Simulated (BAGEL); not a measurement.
**SClO2F (sulfuryl chloride fluoride) at PBE0/def2-SVP (density fitting with cc-pvqz-jkfit)**

What is the energy change on altering one bond length of SClO2F (sulfuryl chloride fluoride) at PBE0/def2-SVP (density fitting with cc-pvqz-jkfit)? 

The results are computed with BAGEL 1.2.2.

## 1. The molecule

SClO2F has 5 atoms, charge 0, and is taken as a singlet. As SMILES, `O=S(=O)(F)Cl`. The coordinates come from a PBE0-D4/def2-TZVP relaxation.

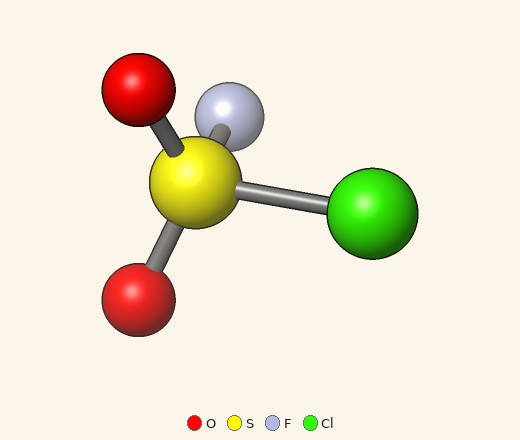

Viewed from a chosen angle; oxygen red, sulfur yellow, fluorine light blue, chlorine green.

## 2. A single-point energy at PBE0/def2-SVP (density fitting with cc-pvqz-jkfit)

input.json reads:

```json
{ "bagel": [

{
  "title": "molecule",
  "basis": "svp",
  "df_basis": "cc-pvqz-jkfit",
  "angstrom": "true",
  "geometry": [
    { "atom": "O", "xyz": [      -0.123540,      -0.162690,       1.503010 ] },
    { "atom": "S", "xyz": [       0.100210,      -0.145140,       0.111160 ] },
    { "atom": "O", "xyz": [       1.158000,      -0.828940,      -0.522160 ] },
    { "atom": "F", "xyz": [      -1.214690,      -0.608760,      -0.568390 ] },
    { "atom": "Cl", "xyz": [       0.080010,       1.745540,      -0.523620 ] }
  ]
},

{
  "title": "ks",
  "xc_func": "pbe0"
},

{
  "title": "print",
  "file": "orbitals.molden",
  "orbitals": "true"
}

]}
```

The run is started by

```
$ BAGEL_NUM_THREADS=1 BAGEL input.json > input.out
```

Output:

```text
* using 1 threads per process

  ===============================================================
  ===============================================================

  *** Geometry ***

  { "atom" : "O", "xyz" : [     -0.233457,     -0.307440,      2.840277 ] },
  { "atom" : "S", "xyz" : [      0.189369,     -0.274275,      0.210062 ] },
  { "atom" : "O", "xyz" : [      2.188303,     -1.566470,     -0.986739 ] },
  { "atom" : "F", "xyz" : [     -2.295431,     -1.150390,     -1.074101 ] },
  { "atom" : "Cl", "xyz" : [      0.151197,      3.298593,     -0.989498 ] },

  Number of auxiliary basis functions:      614

  Since a DF basis is specified, we compute 2- and 3-index integrals:
    o Being stored without compression. Storage requirement is 0.030 GB

  Number of basis functions:       78
  Number of electrons      :       58

    * METHOD: MOLECULE                             0.36

  *** Kohn-Sham DFT ***

    * Removing 9674 points whose weight is below 1.00e-10
    * Grid points: 64856

  === Nuclear Repulsion ===
   344.6736438269

       - DIIS with orbital gradients will be used.

  === KS iteration (pbe0 / svp) ===
      0      -1059.25448874          0.16583097           0.32
      1      -1072.34603803          0.21275710           0.30
      2      -1062.51251398          0.17842391           0.31
      3      -1097.92441667          0.12269147           0.30
      4      -1106.39424278          0.05208845           0.29
      5      -1106.28787305          0.05291835           0.29
      6      -1107.43352930          0.01766556           0.29
      7      -1107.57151851          0.00620000           0.29
      8      -1107.58342566          0.00384448           0.30
      9      -1107.59388966          0.00065550           0.29
     10      -1107.59413552          0.00017311           0.28
     11      -1107.59414758          0.00003208           0.28
     12      -1107.59414800          0.00000923           0.28
     13      -1107.59414804          0.00000365           0.28
     14      -1107.59414804          0.00000307           0.28
     15      -1107.59414804          0.00000076           0.28
     16      -1107.59414804          0.00000024           0.27
     17      -1107.59414804          0.00000017           0.28
     18      -1107.59414804          0.00000002           0.29
     19      -1107.59414804          0.00000002           0.29
     20      -1107.59414804          0.00000000           0.29
    * SCF iteration converged.

    * Permanent dipole moment:
           (    0.234586,    -0.448762,     0.296108) a.u.

    * METHOD: KS                                   6.35

    * METHOD: PRINT                                0.02

  ===============================================================
```

Run time: 6.9 s. Hardware: 1 thread of Arm Neoverse V1, shared host; peak memory 0.3 GiB.

## 3. The distorted shape, same level

calc.json reads:

```json
{ "bagel": [

{
  "title": "molecule",
  "basis": "svp",
  "df_basis": "cc-pvqz-jkfit",
  "angstrom": true,
  "geometry": [
    { "atom": "O", "xyz": [    0.533872,    0.069107,    1.842765 ] },
    { "atom": "S", "xyz": [    0.757622,    0.086657,    0.450915 ] },
    { "atom": "O", "xyz": [    1.815412,   -0.597143,   -0.182405 ] },
    { "atom": "F", "xyz": [   -1.214690,   -0.608760,   -0.568390 ] },
    { "atom": "Cl", "xyz": [    0.737422,    1.977337,   -0.183865 ] }
  ]
},
{ "title": "ks", "xc_func": "pbe0" },
{ "title": "print", "file": "orbitals.molden", "orbitals": true }

]}
```

The run is started by

```
$ BAGEL_NUM_THREADS=1 BAGEL calc.json > calc.out
```

Output:

```text
* using 1 threads per process

  ===============================================================
  ===============================================================

  *** Geometry ***

  { "atom" : "O", "xyz" : [      1.008872,      0.130593,      3.482321 ] },
  { "atom" : "S", "xyz" : [      1.431698,      0.163758,      0.852106 ] },
  { "atom" : "O", "xyz" : [      3.430631,     -1.128437,     -0.344695 ] },
  { "atom" : "F", "xyz" : [     -2.295431,     -1.150390,     -1.074101 ] },
  { "atom" : "Cl", "xyz" : [      1.393526,      3.736625,     -0.347454 ] },

  Number of auxiliary basis functions:      614

  Since a DF basis is specified, we compute 2- and 3-index integrals:
    o Being stored without compression. Storage requirement is 0.030 GB

  Number of basis functions:       78
  Number of electrons      :       58

    * METHOD: MOLECULE                             0.36

  *** Kohn-Sham DFT ***

    * Removing 8844 points whose weight is below 1.00e-10
    * Grid points: 65686

  === Nuclear Repulsion ===
   315.9553645584

       - DIIS with orbital gradients will be used.

  === KS iteration (pbe0 / svp) ===
      0      -1040.95714724          0.15337934           0.32
      1       -866.23581343          0.23112245           0.29
      2      -1045.21582307          0.15730818           0.29
      3      -1088.00606974          0.11215370           0.29
      4      -1071.68776439          0.13152453           0.29
      5      -1104.64291446          0.06114370           0.29
      6      -1106.93764221          0.03439418           0.29
      7      -1107.20882145          0.02103333           0.30
      8      -1103.22490057          0.06080624           0.28
      9      -1107.09126419          0.02728166           0.28
     10      -1107.49516830          0.00103715           0.28
     11      -1107.49493331          0.00131291           0.28
     12      -1107.49558148          0.00061623           0.28
     13      -1107.49578025          0.00005682           0.28
     14      -1107.49578242          0.00003271           0.29
     15      -1107.49578279          0.00002569           0.29
     16      -1107.49578323          0.00000811           0.29
     17      -1107.49578328          0.00000508           0.29
     18      -1107.49578330          0.00000217           0.28
     19      -1107.49578330          0.00000217           0.29
     20      -1107.49578330          0.00000048           0.29
     21      -1107.49578330          0.00000065           0.29
     22      -1107.49578330          0.00000027           0.29
     23      -1107.49578330          0.00000019           0.28
     24      -1107.49578330          0.00000006           0.28
     25      -1107.49578330          0.00000007           0.29
     26      -1107.49578330          0.00000002           0.28
     27      -1107.49578330          0.00000002           0.28
     28      -1107.49578330          0.00000001           0.28
     29      -1107.49578330          0.00000001           0.29
    * SCF iteration converged.

    * Permanent dipole moment:
           (   -0.835215,    -0.965975,    -0.210720) a.u.

    * METHOD: KS                                   8.94

    * METHOD: PRINT                                0.02

  ===============================================================
```

Run time: 9.6 s. Hardware: 1 thread of Arm Neoverse V1, shared host; peak memory 0.3 GiB.

## 4. Results

At PBE0/def2-SVP (density fitting with cc-pvqz-jkfit):

```
                                                         quantity           value
                                        first shape: total energy  -1107.59415 Eh
                                       first shape: dipole moment          1.49 D
                                         first shape: HOMO energy        -9.91 eV
                                         first shape: LUMO energy        -1.77 eV
                                       first shape: HOMO–LUMO gap         8.13 eV
                                    distorted shape: total energy  -1107.49578 Eh
                                   distorted shape: dipole moment          3.29 D
                                     distorted shape: HOMO energy        -9.77 eV
                                     distorted shape: LUMO energy        -5.36 eV
                                   distorted shape: HOMO–LUMO gap         4.41 eV
energy change with the S2–F4 bond stretched from 1.551 to 2.326 Å        2.677 eV
```

What this shows: With the S2–F4 bond stretched from 1.551 to 2.326 Å the energy rises by 2.68 eV (62 kcal/mol). The first shape isn't relaxed at this level, so the change isn't measured from a minimum.
